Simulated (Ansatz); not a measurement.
These are PBE (plane waves to 420 eV, PAW; Ansatz, a program for electronic structure) values and carry that method's errors.

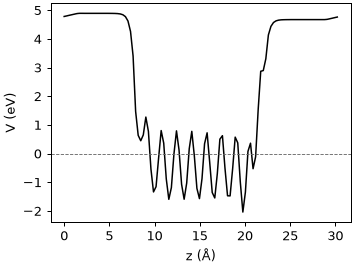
Electrostatic potential energy of an electron, averaged over planes parallel to the surface, in eV from the highest filled level, for the (100) surface of alpha tin, 1x1 canted dihydride (bottom of the slab: dihydride, held)

Model: 12-atom slab, 14.5 Å thick at the start with caps and adatoms, 6x6x1 mesh, Fermi-Dirac 0.025 eV, dipole correction, 4 atoms held, the rest relaxed; start symmetry kept, larger cells not searched; no spin, no spin-orbit, no U. In PBE it is, or lies within 0.01 eV a 1x1 cell of, the lowest of the 2 structures of its composition computed so far; subsurface sites and larger cells were not tried.

The vacuum level lies 4.67 eV above the highest filled level over the top face and 4.89 eV above it under the bottom face.
